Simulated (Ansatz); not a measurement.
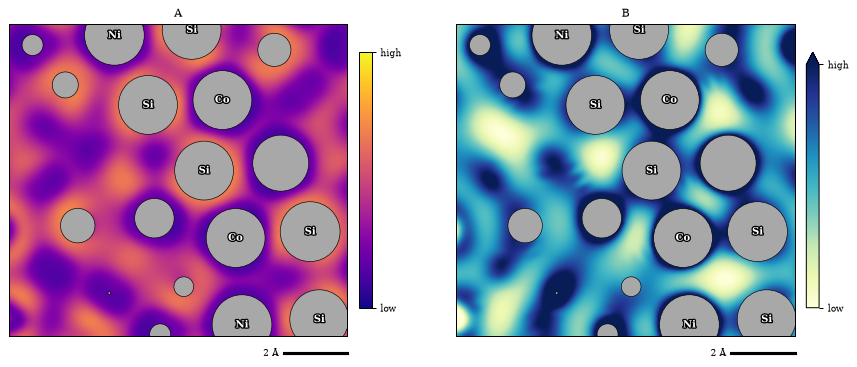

Co₃Si₄Ni: 2 fields on the (111) plane of the conventional cell, with unlabelled colour scales. Grey discs cover the atomic cores.

Space group R3; a structure generated by program, which may or may not match a known phase; computed pressure about −7 GPa in this cell; computed without spin polarisation.

Level of theory: DFT r2SCAN, scalar-relativistic, plane waves, PAW in Ansatz.

### Match the panels to the quantities (electron localisation function and valence pseudo-density).

Panel A: electron localisation function. Panel B: valence pseudo-density. From the grid: Co–Si (2.32 Å): ρ is about 0.47 e/Å³ halfway; the ELF peaks at about 0.65 in the valence shell of Si, 0.9 Å from its nucleus, and is about 0.45 at the midpoint. Co–Si (2.43 Å): the density is about 0.42 e/Å³ at the midpoint; the ELF peaks at about 0.70 in the valence shell of Si, 0.9 Å from its nucleus, and is about 0.50 at the midpoint.
